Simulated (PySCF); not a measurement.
CH₈FNSi₂, SMILES `C[SiH2][SiH](N)F`.

Computed with PySCF, HF/def2-SVPD, geometry: GFN2-xTB. No frequency check shows the geometry to be a minimum.

Coordinates in Å:

```
C1      -2.5323   -0.5847    0.3562
Si2     -1.2106    0.5881   -0.3391
Si3      0.8786   -0.0453    0.3778
N4       1.3467   -1.5176   -0.3719
F5       1.9161    1.1498   -0.0160
H6      -3.5259   -0.2931    0.0297
H7      -2.3673   -1.6084    0.0323
H8      -2.5314   -0.5824    1.4427
H9      -1.5500    1.9542    0.0912
H10     -1.3499    0.5890   -1.8083
H11      1.2009   -0.2226    1.7906
H12      2.2666   -1.8961   -0.2151
H13      1.0274   -1.7568   -1.2952
```

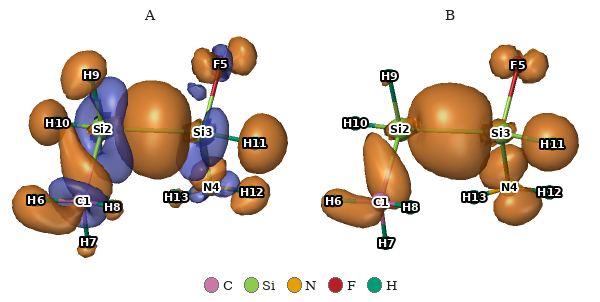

The Fukui function f⁻ from two separate SCF calculations and the density of the HOMO, at ±0.03 e/Å³ (orange positive, blue negative).

**Which panel is which, and how good is the frozen-orbital picture?**

A is f⁻ (it has negative regions), B the HOMO density. The HOMO lies on Si3 (29 %), Si2 (28 %) and N4 (11 %); f⁻ (Hirshfeld-condensed) is largest on Si2 (0.20) and Si3 (0.20); the vertical ionisation energy is 10.10 eV (the stability of the cation's solution wasn't checked). Relaxation shifts 25 % of the electron between atoms. The orbital energy is −11.27 eV.

Run time: 34 s on 1 thread of Arm Neoverse V1, on a shared host, peak memory 0.43 GiB.
